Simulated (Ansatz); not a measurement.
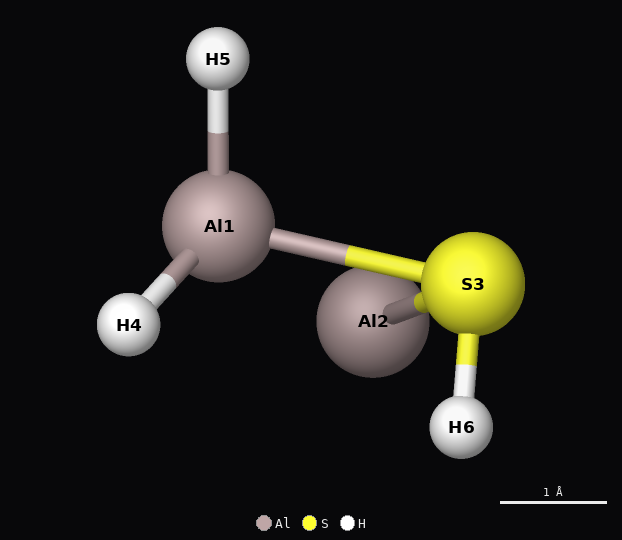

Numbered structure. The species has charge −1 and is a spin singlet. The computed structure is the end point of a PBE-D4/def2-SVPD optimisation. No frequency run is at hand to confirm it as a minimum.

Give these bond angles: S3–Al1–H4, S3–Al1–H5, H4–Al1–H5, Al1–S3–Al2, Al1–S3–H6, Al2–S3–H6.

```csv
angle,degrees
S3–Al1–H4,104.7
S3–Al1–H5,99.5
H4–Al1–H5,111.4
Al1–S3–Al2,61.4
Al1–S3–H6,99.2
Al2–S3–H6,86.8
```
